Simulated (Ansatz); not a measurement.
**Convergence of a linear-scaling basis for random alloy of the diamond Si-C (dilute carbon) line, x = 0.0938 (64 atoms)**

Aim: test how closely localised support functions follow the reference on random alloy of the diamond Si-C (dilute carbon) line, x = 0.0938 (64 atoms), and at what cost. A setting counts as converged where the r.m.s. difference of forces stays under 1 % of the r.m.s. force.

Method: Kohn-Sham DFT, PBE, PAW (set soft_2), plane waves, in Ansatz 0.2.0.

## 1. Starting point

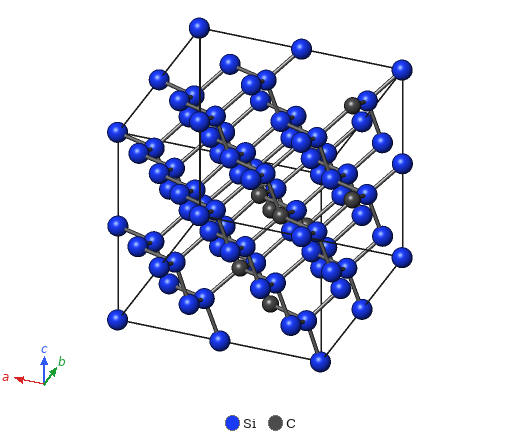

The cell as given, from a free direction (silicon blue, carbon dark grey). Bonds to atoms that aren't drawn are left out. Some periodic images of atoms are drawn too.

The cell holds 64 atoms: 58 Si and 6 C. Cell: a = 10.581 Å, b = 10.581 Å, c = 10.581 Å, α = 90.0°, β = 90.0°, γ = 90.0°. It derives from Si (diamond Si-C (dilute carbon)) and C, repeated 2×2×2. Diamond Si-C (dilute carbon): 64 atoms, 6 of 64 Si sites given to C at random, cell and internal coordinates interpolated linearly between the end members (Vegard's rule); not relaxed, displaced by a Gaussian of 0.02 Å. Lattice constants are starting values near those of PBE.

What the set-up can't give: The host structure and its lattice constant were typed by rule, without a check against the phase diagram. The Brillouin zone is sampled at Γ only, in a cell whose shortest periodic width is 11 Å.

## 2. Plane-wave single point

The first run uses the default basis; a harder plane-wave run follows as the reference for the support functions.

The input, input.yaml:

```yaml
crystal:
  lattice:
    - [10.58099, 0.0, 0.0]
    - [0.0, 10.58099, 0.0]
    - [0.0, 0.0, 10.58099]
  atoms:
    - { symbol: Si, position: [0.00307, 0.99884, 0.999] }
    - { symbol: Si, position: [0.12297, 0.12664, 0.12065] }
    - { symbol: Si, position: [0.0033, 0.24856, 0.2506] }
    - { symbol: Si, position: [0.12453, 0.37776, 0.37111] }
    - { symbol: C, position: [0.24939, 0.99927, 0.25214] }
    - { symbol: Si, position: [0.37292, 0.12467, 0.37334] }
    - { symbol: Si, position: [0.25008, 0.2511, 0.99792] }
    - { symbol: Si, position: [0.37716, 0.3767, 0.12595] }
    - { symbol: Si, position: [0.0017, 0.99871, 0.49977] }
    - { symbol: C, position: [0.12323, 0.12449, 0.626] }
    - { symbol: Si, position: [0.99869, 0.24925, 0.7487] }
    - { symbol: Si, position: [0.1234, 0.37373, 0.87498] }
    - { symbol: C, position: [0.24789, 0.00044, 0.75314] }
    - { symbol: Si, position: [0.3764, 0.12464, 0.87332] }
    - { symbol: Si, position: [0.24859, 0.2532, 0.5001] }
    - { symbol: Si, position: [0.3738, 0.37536, 0.62897] }
    - { symbol: Si, position: [0.00023, 0.50117, 0.00057] }
    - { symbol: Si, position: [0.12433, 0.62284, 0.12434] }
    - { symbol: Si, position: [0.99961, 0.75111, 0.25159] }
    - { symbol: Si, position: [0.12676, 0.87554, 0.37667] }
    - { symbol: Si, position: [0.24857, 0.50237, 0.25097] }
    - { symbol: Si, position: [0.37444, 0.62592, 0.37486] }
    - { symbol: Si, position: [0.25214, 0.75287, 0.00413] }
    - { symbol: Si, position: [0.37236, 0.87227, 0.12405] }
    - { symbol: Si, position: [0.0003, 0.50166, 0.5006] }
    - { symbol: Si, position: [0.12118, 0.62442, 0.62657] }
    - { symbol: Si, position: [0.00043, 0.75144, 0.74958] }
    - { symbol: Si, position: [0.12462, 0.87535, 0.87578] }
    - { symbol: Si, position: [0.25037, 0.50022, 0.74873] }
    - { symbol: Si, position: [0.37571, 0.62523, 0.87713] }
    - { symbol: Si, position: [0.25227, 0.75035, 0.49929] }
    - { symbol: Si, position: [0.37379, 0.8758, 0.62515] }
    - { symbol: Si, position: [0.49935, 8.0e-05, 0.99883] }
    - { symbol: Si, position: [0.62632, 0.12415, 0.12731] }
    - { symbol: C, position: [0.50076, 0.25112, 0.24793] }
    - { symbol: Si, position: [0.62532, 0.3764, 0.3732] }
    - { symbol: Si, position: [0.7495, 6.0e-05, 0.2474] }
    - { symbol: Si, position: [0.8756, 0.1266, 0.37338] }
    - { symbol: Si, position: [0.75066, 0.24752, 0.99993] }
    - { symbol: Si, position: [0.87195, 0.37712, 0.12577] }
    - { symbol: Si, position: [0.49995, 0.99853, 0.50241] }
    - { symbol: Si, position: [0.62872, 0.12149, 0.62734] }
    - { symbol: Si, position: [0.50308, 0.25064, 0.74773] }
    - { symbol: Si, position: [0.62663, 0.37466, 0.87386] }
    - { symbol: Si, position: [0.74767, 0.00104, 0.7515] }
    - { symbol: Si, position: [0.87382, 0.12598, 0.87284] }
    - { symbol: Si, position: [0.75152, 0.25009, 0.49965] }
    - { symbol: Si, position: [0.87481, 0.37664, 0.62642] }
    - { symbol: Si, position: [0.501, 0.50026, 0.00015] }
    - { symbol: Si, position: [0.62617, 0.62544, 0.12629] }
    - { symbol: C, position: [0.49941, 0.7454, 0.25196] }
    - { symbol: Si, position: [0.62913, 0.87583, 0.37481] }
    - { symbol: Si, position: [0.74974, 0.49977, 0.25003] }
    - { symbol: Si, position: [0.87288, 0.62402, 0.37312] }
    - { symbol: Si, position: [0.75047, 0.74944, 0.00094] }
    - { symbol: Si, position: [0.87467, 0.87686, 0.1254] }
    - { symbol: C, position: [0.50414, 0.49642, 0.49878] }
    - { symbol: Si, position: [0.6267, 0.62978, 0.62453] }
    - { symbol: Si, position: [0.50008, 0.74957, 0.75252] }
    - { symbol: Si, position: [0.62446, 0.87629, 0.8744] }
    - { symbol: Si, position: [0.74759, 0.50059, 0.75095] }
    - { symbol: Si, position: [0.87744, 0.62479, 0.87383] }
    - { symbol: Si, position: [0.75106, 0.75046, 0.50053] }
    - { symbol: Si, position: [0.87486, 0.87719, 0.6257] }
kpoints:
  mp_grid: { grid: [1, 1, 1] }
hamiltonian:
  xc: pbe
scf:
  occupations: { method: fixed }
output:
  forces: true
  stress: true
  populations: true
  dos:
    method: { smearing: { sigma: 0.15 } }
    de: 0.1
    projected: { site_lists: { C: [C], Si: [Si] } }
  eigenvalues: true
  write_density: true
  write_potential: true
  volumetric_format: npy
  elf: true
```

On the command line:

```
$ ansatz run input.yaml --threads 4 --pin off --max-ram 8192MiB --backend cpu --events-out ev --progress --plain --runs-dir out
```

Numbers of over 12 decimals in the logs are rounded to 6 here.

The log of the run:

```text
Engine: ansatz 0.2.0, x86_64-unknown-linux-gnu
Pseudopotentials: kind: paw
Pseudopotential: Si, paw, valence charge 4, recommended cutoff 420 eV (normal), Si.paw.azcp
Pseudopotential: C, paw, valence charge 4, recommended cutoff 420 eV (normal), C.paw.azcp
[... 5 lines on functional and potentials left out ...]
Crystal: 64 atoms, lattice volume = 1184.620 Å³
Basis set: ecut = 420 eV, 23031 PW (Γ), exchange–correlation on 144×144×144 points (8 copies of the dense FFT grid, shifted against one another)
Bands: 192, of which v1, the nominal top of the filled ones, is band 128 counted from 1 (127 counted from 0)
Symmetry: 1 space group operations
Space group: P1 (ITA 1), of the structure as read, at distance tolerance 1.1e-4 Å
k-points: 1
[... 5 lines on functional and potentials left out ...]
Initial density: superposition of atomic densities (neutral atoms: chi_scale 0, normalization atom), corrected by the library's trained network
Initial wavefunctions: pseudopotential atomic-orbital guess
Functional: x = pbe(κ = 0.804, μ = 0.219515), c = pbe(β = 0.066725)
SCF iter   1: F=—  HF=-38354.940113 eV  |F-HF|=—  |Δ(HF+E_count)|=         —  Δρ=3.53e-3  dr2=2.52e-1  ethr=1.77e-3  ⟨swp⟩=5.0  Hψ=714  notcnv=0  defer=60
preconditioner: auto → Resta (q_TF=auto, 2.113 Å⁻¹)  ε∞=5.5  [insulator: Δε(μ)=0.387 eV  Ē_g=8.131 eV  n_scr=178 (ndim 8)  ℏωp=17.3 eV  f_vac=0.000  ε∞_Penn≈5.5]
SCF iter   2: F=—  HF=-38354.896250 eV  |F-HF|=—  |Δ(HF+E_count)|=   4.39e-2  Δρ=2.03e-3  dr2=7.76e-2  ethr=9.82e-5  ⟨swp⟩=1.0  Hψ=221  notcnv=0  defer=60
SCF iter   3: F=—  HF=-38354.884790 eV  |F-HF|=—  |Δ(HF+E_count)|=   1.15e-2  Δρ=1.13e-3  dr2=2.99e-2  ethr=3.03e-5  ⟨swp⟩=2.0  Hψ=244  notcnv=0  defer=62
SCF iter   4: F=—  HF=-38354.880994 eV  |F-HF|=—  |Δ(HF+E_count)|=   3.80e-3  Δρ=2.65e-4  dr2=1.08e-3  ethr=1.17e-5  ⟨swp⟩=2.0  Hψ=258  notcnv=0  defer=62
SCF iter   5: F=—  HF=-38354.881655 eV  |F-HF|=—  |Δ(HF+E_count)|=   6.62e-4  Δρ=9.57e-5  dr2=1.28e-4  ethr=4.22e-7  ⟨swp⟩=2.0  Hψ=260  notcnv=0  defer=56
SCF iter   6: F=—  HF=-38354.881867 eV  |F-HF|=—  |Δ(HF+E_count)|=   2.11e-4  Δρ=7.21e-5  dr2=1.11e-4  ethr=5.01e-8  ⟨swp⟩=2.0  Hψ=265  notcnv=0  defer=55
SCF iter   7: F=—  HF=-38354.881908 eV  |F-HF|=—  |Δ(HF+E_count)|=   4.13e-5  Δρ=1.36e-5  dr2=2.68e-6  ethr=4.34e-8  ⟨swp⟩=2.0  Hψ=241  notcnv=0  defer=55
SCF iter   8: F=—  HF=-38354.883402 eV  |F-HF|=—  |Δ(HF+E_count)|=   1.49e-3  Δρ=7.79e-6  dr2=1.12e-6  ethr=1.05e-9  ⟨swp⟩=2.0  Hψ=320  notcnv=0  defer=55
SCF iter   9: F=-38354.883402 eV  HF=-38354.883402 eV  |F-HF|=6.60e-8  |Δ(HF+E_count)|=   2.17e-7  Δρ=2.13e-6  dr2=4.88e-8  ethr=3.91e-11  ⟨swp⟩=24.0  Hψ=2050  notcnv=0
SCF 1 converged in 9 iterations: F = -38354.883402 eV  dr2 = 4.88e-8
  greatest PAW one-centre occupation: 0.642 electrons in one spin orbital (limit 2), on the C atom at site 12 (counted from 0), in its partial waves of l = 0
SCF converged after 9 iterations
Free energy (F): -38354.883402 eV
Harris-Foulkes:  -38354.883402 eV  (|F-HF|=6.60e-8)
Internal energy: -38354.883402 eV  (E = F + TS)
E sigma→0 (E₀):  -38354.883402 eV
Fermi energy:    6.537247 eV
--- Per-component energies (eV) ---
  E_band       = 336.603391
  E_kinetic    = 2869.895174
  E_local      = -2180.706011  (includes V_loc(G=0)·N_el)
  E_nonlocal   = 1678.349216
  E_hartree    = 608.959979
  E_xc         = -3488.315275
  E_vxc        = -3067.049799  (∫ρ·V_xc dr)
  E_paw        = -30338.045069  (= ΣΔE_a)
  E_vpaw       = -181.804434  (= ΣTr[D̂ρ^β])
  E_aug_tail   = 0.000363  (compensation charges beyond the density's cutoff)
  E_ewald      = -7505.021779
  E_smearing   = -0.000000  (= −TS)
  E_closure    = 0.000000  (closes the sum)
  Σ components = -38354.883402   (vs F -38354.883402, Δ=0.00e0)
--- Forces (eV/Å), atoms counted from 1 ---
  atom   1  Si    -0.74373114     0.23432324    -0.11716047
  atom   2  Si     2.05076417    -1.61664919     1.87245852
  atom   3  Si    -0.55278651     0.37036256    -0.43103071
  atom   4  Si    -0.12853062    -0.23420770     0.85088123
  atom   5  C      0.19617556    -0.05087978    -0.06697940
  atom   6  Si     0.07844326    -0.13274546    -2.97523958
  atom   7  Si     0.51633971    -0.14794521     0.25845818
  atom   8  Si     1.37720356    -1.93766476     1.62562998
  atom   9  Si     1.47237845     2.03890316     1.70417446
  atom  10  C     -0.10083335     0.11663294    -0.08306443
  atom  11  Si     1.91616947    -1.68277092    -1.60657891
  atom  12  Si     0.08290340     0.16414725    -0.25627964
  atom  13  C      0.21154464    -0.09926272    -0.11696963
  atom  14  Si    -2.01413634    -1.28854487    -1.70407975
[...]
atom  63  Si     0.19413801     0.08600935    -0.38358366
  atom  64  Si     0.02714728     0.00154874     0.10274382
  max |Σ_I F_I| component: 5.48e-5 eV/Å
--- Stress (GPa, compression-positive) ---
        3.632263      -0.108977       0.321896
       -0.108977       3.787370      -0.178248
        0.321896      -0.178248       3.698786
  P = ⅓ Tr σ = 3.7061 GPa (37.061 kbar)
--- Band table (eV) ---
  k-point 0: bands = ["-5.8985", "-4.8620", "-4.7913", "-4.7644", [... 176 levels ...], "10.7512", "10.8236", "10.8481", "10.9056", "10.9823", "10.9839", "11.0471", "11.0684", "11.0807", "11.1254", "11.1549", "11.2176"]
--- Löwdin populations: 64 sites ---
  site symbol       q [e]
     0     Si      3.9720
     1     Si      3.7898
     2     Si      3.9662
[...]
63     Si      3.9674
  spilling = 0.009645 (of n_electrons = 256.000000)
```

Wall time 4.3 s (4 threads of Intel Xeon Platinum 8559C (Emerald Rapids), shared host); peak memory 1.1 GiB; 15 s of CPU time.

Reading the cycles: dr2 is the Hartree energy of the density residual (eV), the measure of convergence; HF is the Harris–Foulkes estimate of the energy, which meets the free energy F at convergence.

The run gave:

| Item | Value |
| --- | --- |
| free energy | -38354.8834 eV |
| free energy per atom | -599.2951 eV/atom |
| SCF cycles | 9 |
| pressure | 3.706 GPa |
| r.m.s. force component | 1.033 eV/Å |
| longest force | 4.311 eV/Å |
| Fermi energy | 6.537 eV |
| gap (highest filled to lowest empty level) | 0.3569 eV |
| spilling of the projection | 0.009645 |

The r.m.s. force component of 1.0 eV/Å sets the scale for the differences below.

## 3. Plane waves at 750 eV (750 eV)

The grid of the support functions holds more waves than the default cutoff, so they are judged against a harder plane-wave run.

input.yaml, the sections that differ from step 2:

```yaml
output:
  forces: true
  eigenvalues: true
basis:
  ecutwfc: "750 eV"
# crystal, kpoints, hamiltonian, scf: as in step 2
```

The log of the run:

```text
[...]
Crystal: 64 atoms, lattice volume = 1184.620 Å³
Basis set: ecut = 750 eV, 55467 PW (Γ), exchange–correlation on 192×192×192 points (8 copies of the dense FFT grid, shifted against one another)
Bands: 192, of which v1, the nominal top of the filled ones, is band 128 counted from 1 (127 counted from 0)
Symmetry: 1 space group operations
[...]
k-points: 1
[...]
SCF iter   1: F=—  HF=-38354.976156 eV  |F-HF|=—  |Δ(HF+E_count)|=         —  Δρ=3.55e-3  dr2=2.52e-1  ethr=1.77e-3  ⟨swp⟩=5.0  Hψ=714  notcnv=0  defer=60
[...]
SCF iter   3: F=—  HF=-38354.920326 eV  |F-HF|=—  |Δ(HF+E_count)|=   1.14e-2  Δρ=1.15e-3  dr2=3.07e-2  ethr=3.04e-5  ⟨swp⟩=3.0  Hψ=246  notcnv=0  defer=18
automatic band count: iteration 3 solves 148 bands in place of 192: the levels show a gap, and the empty bands left out lie too high to hold charge; the band table lists the bands solved (type scf.n_extra_bands for more)
SCF iter   4: F=—  HF=-38354.916298 eV  |F-HF|=—  |Δ(HF+E_count)|=   4.03e-3  Δρ=2.59e-4  dr2=9.91e-4  ethr=1.20e-5  ⟨swp⟩=2.0  Hψ=258  notcnv=0  defer=18
[...]
SCF iter   9: F=-38354.917944 eV  HF=-38354.917944 eV  |F-HF|=5.66e-8  |Δ(HF+E_count)|=   1.22e-7  Δρ=1.81e-6  dr2=4.32e-8  ethr=3.91e-11  ⟨swp⟩=13.0  Hψ=848  notcnv=0
SCF 1 converged in 9 iterations: F = -38354.917944 eV  dr2 = 4.32e-8
[...]
SCF converged after 9 iterations
Free energy (F): -38354.917944 eV
[...]
Internal energy: -38354.917944 eV  (E = F + TS)
E sigma→0 (E₀):  -38354.917944 eV
Fermi energy:    6.537086 eV
[...]
Σ components = -38354.917944   (vs F -38354.917944, Δ=0.00e0)
--- Forces (eV/Å), atoms counted from 1 ---
  atom   1  Si    -0.74364768     0.23431641    -0.11716063
  atom   2  Si     2.05060505    -1.61649273     1.87233256
  atom   3  Si    -0.55274348     0.37030147    -0.43100369
  atom   4  Si    -0.12850995    -0.23417656     0.85086607
[...]
atom  64  Si     0.02717741     0.00154232     0.10270831
  max |Σ_I F_I| component: 3.26e-5 eV/Å
--- Band table (eV) ---
[...]
```

Wall time 6.3 s (4 threads); peak memory 2.1 GiB.

Forces differ from the reference by 0.16 meV/Å r.m.s., 0.015 % of their size, well within a tolerance of 1 %; the energy by -0.54 meV/atom. It took 6.3 s and 9 cycles; the reference's time can't be set against it, since the two runs asked for unlike analyses.

## 4. Support functions medium

The cell is solved in localised support functions. Besides, the program derives a nominal cutoff of 420 eV for this run, against the reference's 750.

This step: Kohn-Sham DFT, PBE, PAW (set soft_2), localised support functions (medium) (Ansatz 0.2.0).

input.yaml, the sections that differ from step 3:

```yaml
scf:
  occupations: { method: fixed }
  eigensolver: { kind: { support_functions: { accuracy: medium } } }
  max_iter: 150
# crystal, kpoints, hamiltonian, output: as in step 3
# basis: removed
```

The log of the run:

```text
Warning: scf.eigensolver.kind.support_functions: disabling space-group detection — the functions' gradient is summed over unrotated k-points, so no spatial operation reduces the k-mesh or symmetrises the density; time reversal is kept, so that k and −k are solved as one point where they differ and the mesh holds both, and exact exchange and, on two spinor components, a DFT+U term hold to it where the run has them: [...]
settings of this run that can trade accuracy for cost: scf.eigensolver.kind.support_functions [...]
[...]
Crystal: 64 atoms, lattice volume = 1184.620 Å³
Basis set: ecut = 420 eV, 23031 PW (Γ), exchange–correlation on 144×144×144 points (8 copies of the dense FFT grid, shifted against one another)
Bands: 154, of which v1, the nominal top of the filled ones, is band 128 counted from 1 (127 counted from 0)
Symmetry: 1 space group operations
k-points: 1
[...]
SCF iter   1: F=—  HF=-38348.213889 eV  |F-HF|=—  |Δ(HF+E_count)|=         —  Δρ=4.49e-2  dr2=3.21e1  ethr=1.00e-1
[...]
SCF iter  11: F=—  HF=-38354.916605 eV  |F-HF|=—  |Δ(HF+E_count)|=   3.61e-4  Δρ=8.77e-6  dr2=1.66e-6  ethr=1.47e-9  κ⁻¹=1.3e-6(r=7)
SCF iter  12: F=-38354.916605 eV  HF=-38354.916605 eV  |F-HF|=2.99e-8  |Δ(HF+E_count)|=   2.49e-8  Δρ=2.11e-6  dr2=6.47e-8  ethr=6.50e-10
SCF 1 converged in 12 iterations: F = -38354.919910 eV  dr2 = 6.47e-8
[...]
SCF converged after 12 iterations
Stability not checked: this state was not tested for a lower state beside it, because the mixer in use, unlike msr1, does not test its closes by its own steps (another_mixer; see scf.mixing.algorithm and scf.lower_state_search)
Free energy (F): -38354.919910 eV
[...]
Internal energy: -38354.919910 eV  (E = F + TS)
E sigma→0 (E₀):  -38354.919910 eV
Fermi energy:    6.537095 eV
[...]
Σ components = -38354.919910   (vs F -38354.919910, Δ=0.00e0)
--- Forces (eV/Å), atoms counted from 1 ---
  atom   1  Si    -0.74376077     0.23431395    -0.11715296
  atom   2  Si     2.05051259    -1.61642768     1.87225620
  atom   3  Si    -0.55280057     0.37031289    -0.43104806
  atom   4  Si    -0.12855000    -0.23423758     0.85087938
[...]
atom  64  Si     0.02706770     0.00146106     0.10281277
  max |Σ_I F_I| component: 5.38e-4 eV/Å
--- Band table (eV) ---
[...]
```

Elapsed: 30 s, on 4 threads; peak memory 2.2 GiB.

The program notes that the band table was not solved further than the SCF left it and it switched symmetry off.

Keys that differ from the reference: basis.ecutwfc removed, support_functions.accuracy = "medium" and scf.max_iter = 150.

Forces differ from the reference by 0.075 meV/Å r.m.s., 0.0073 % of their size, well within a tolerance of 1 %. It took 4.8 times the reference's time (shared host, so rough). The two runs also began from different starting densities, which bears on cycles and time.

## 5. Support functions low

The cell is solved in localised support functions. Besides, the program derives a nominal cutoff of 420 eV for this run, against the reference's 750.

This step: Kohn-Sham DFT, PBE, PAW (set soft_2), localised support functions (low) (Ansatz 0.2.0).

input.yaml, the sections that differ from step 4:

```yaml
scf:
  occupations: { method: fixed }
  eigensolver: { kind: { support_functions: { accuracy: low } } }
  max_iter: 150
# crystal, kpoints, hamiltonian, output: as in step 4
```

The log of the run:

```text
[...]
Crystal: 64 atoms, lattice volume = 1184.620 Å³
Basis set: ecut = 420 eV, 23031 PW (Γ), exchange–correlation on 144×144×144 points (8 copies of the dense FFT grid, shifted against one another)
Bands: 154, of which v1, the nominal top of the filled ones, is band 128 counted from 1 (127 counted from 0)
Symmetry: 1 space group operations
k-points: 1
[...]
SCF iter   1: F=—  HF=-38348.213889 eV  |F-HF|=—  |Δ(HF+E_count)|=         —  Δρ=4.49e-2  dr2=3.21e1  ethr=1.00e-1
[...]
SCF iter   9: F=—  HF=-38354.915846 eV  |F-HF|=—  |Δ(HF+E_count)|=   7.13e-4  Δρ=1.22e-4  dr2=3.12e-4  ethr=1.17e-7  κ⁻¹=3.2e-6(r=7)
SCF iter  10: F=-38354.916245 eV  HF=-38354.916244 eV  |F-HF|=8.24e-7  |Δ(HF+E_count)|=   3.98e-4  Δρ=1.63e-5  dr2=3.77e-6  ethr=1.17e-7
SCF 1 converged in 10 iterations: F = -38354.919908 eV  dr2 = 3.77e-6
[...]
SCF converged after 10 iterations
[...]
Free energy (F): -38354.919908 eV
[...]
Internal energy: -38354.919908 eV  (E = F + TS)
E sigma→0 (E₀):  -38354.919908 eV
Fermi energy:    6.537036 eV
[...]
Σ components = -38354.919908   (vs F -38354.919908, Δ=0.00e0)
--- Forces (eV/Å), atoms counted from 1 ---
  atom   1  Si    -0.74382550     0.23427501    -0.11715371
  atom   2  Si     2.05039315    -1.61635111     1.87220092
  atom   3  Si    -0.55284951     0.37034686    -0.43109405
  atom   4  Si    -0.12856947    -0.23420460     0.85088188
[...]
atom  64  Si     0.02700252     0.00147701     0.10290967
  max |Σ_I F_I| component: 7.97e-4 eV/Å
--- Band table (eV) ---
[...]
```

The job ended after 27 s (4 threads; peak memory 2.2 GiB; 1.7 min of CPU time).

Keys that differ from the reference: basis.ecutwfc removed, support_functions.accuracy = "low" and scf.max_iter = 150.

Forces differ from the reference by 0.14 meV/Å r.m.s., 0.014 % of their size, well within a tolerance of 1 %. It took 4.3 times the reference's time (shared host, so rough). The two runs also began from different starting densities, which bears on cycles and time.

(Part 1 of 3 ends here.)

[Logs are printed without paths, hosts, clocks, repeated set-up lines and the standing remarks that a program may print on its own settings, such as how far it seeks lower states.]

[Hosts, paths, dates, database ids (printed as entryN), source tags and the programs' standing remarks are cut or masked in the printed files.]
